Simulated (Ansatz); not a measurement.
Convergence study of the k-point mesh for MoS2 (R3m, 3 atoms in the cell)

```yaml
crystal:
  lattice:
    - [1.60011, 0.92382, 6.51451]
    - [-1.60011, 0.92382, 6.51451]
    - [0.00000, -1.84765, 6.51451]
  atoms:
    - { symbol: Mo, position: [0.00234, 0.00234, 0.00234] }
    - { symbol: S, position: [0.41294, 0.41294, 0.41294] }
    - { symbol: S, position: [0.25330, 0.25330, 0.25330] }
```

Method: PBE, PAW files (plane waves; Ansatz, a first-principles code).

Base settings: basis.ecutwfc = 420 eV; kpoints.mp_grid.grid = 9 9 9; hamiltonian.xc = pbe; hamiltonian.pseudopotentials = {kind: paw} (the program's default PAW files); scf.occupations.method = fermi_dirac; scf.occupations.width = 0.01 eV.

The second cell is the first with its lattice scaled by 0.98.

Only quantities that move along the ladder and can be compared are tabulated.

The count of work is k-points × plane waves × bands × iterations; it is no time. Core times come from one kind of shared machine, to one figure; runs under 30 s give none.

The starting cell comes from a database of computed structures (which also holds hypothetical and non-ambient phases and stackings), without a prior relaxation at this level. Its lattice was rescaled by up to half a per cent. One atom was moved a little off its site on purpose. In the base run, forces exceed 1 eV/Å. Ansatz's pressure includes its estimate of the finite-basis (Pulay) stress.

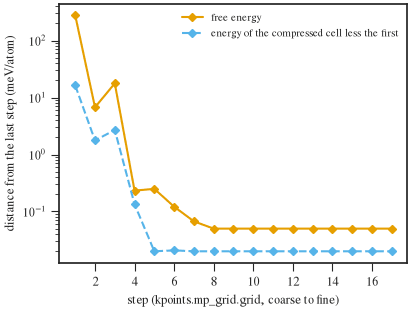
*Distance from the last step along the ladder; very small values are drawn at a floor.*

| kpoints.mp_grid.grid | free energy less the last step's (meV/atom) | energy of the compressed cell less the first (meV/atom) | pressure (GPa) | largest difference of a force vector from the last step's (eV/Å) | count of work / last | core time / last (rough) |
|---|---|---|---|---|---|---|
| 2 2 2 | 277.04 | 43.65 | 1.64 | 0.613 | 0.0024 | – |
| 3 3 3 | -6.75 | 25.58 | -0.69 | 0.173 | 0.0033 | – |
| 4 4 4 | -17.78 | 24.64 | -0.82 | 0.029 | 0.0079 | – |
| 5 5 5 | 0.23 | 27.47 | -0.46 | 0.006 | 0.012 | – |
| 6 6 6 | 0.25 | 27.35 | -0.47 | 0.006 | 0.019 | – |
| 7 7 7 | -0.12 | 27.32 | -0.48 | 0.001 | 0.027 | – |
| 8 8 8 | 0.07 | 27.35 | -0.47 | 0.000 | 0.039 | – |
| 9 9 9 | 0.03 | 27.35 | -0.48 | 0.000 | 0.051 | – |
| 10 10 10 | -0.01 | 27.34 | -0.48 | 0.000 | 0.070 | – |
| 11 11 11 | 0.00 | 27.34 | -0.48 | 0.000 | 0.088 | – |
| 13 13 13 | 0.00 | 27.34 | -0.48 | 0.000 | 0.14 | – |
| 14 14 14 | 0.00 | 27.34 | -0.48 | 0.000 | 0.17 | – |
| 15 15 15 | 0.00 | 27.34 | -0.48 | 0.000 | 0.21 | – |
| 17 17 17 | 0.00 | 27.34 | -0.48 | 0.000 | 0.30 | – |
| 19 19 19 | 0.00 | 27.34 | -0.48 | 0.000 | 0.41 | 0.4 |
| 21 21 21 | 0.00 | 27.34 | -0.48 | 0.000 | 0.54 | 0.5 |
| 23 23 23 | 0.00 | 27.34 | -0.48 | 0.000 | 0.70 | 0.7 |
| 26 26 26 | 0.00 | 27.34 | -0.48 | 0.000 | 1.0 | 1 |

Coarsest kpoints.mp_grid.grid that holds the forces within 0.02 eV/Å of the last step, with all finer ones: 5 5 5, at 0.012 of the last step's count of work; the step before is off by 0.029 eV/Å.

Coarsest kpoints.mp_grid.grid that holds the energy of the compressed cell less the first within 0.5 meV/atom of the last step, with all finer ones: 5 5 5, at 0.012 of the last step's count of work; the step before is off by 2.7 meV/atom.

Coarsest kpoints.mp_grid.grid that holds the pressure within 0.1 GPa of the last step, with all finer ones: 5 5 5, at 0.012 of the last step's count of work; the step before is off by 0.34 GPa.

Keys are those of Ansatz 0.2.
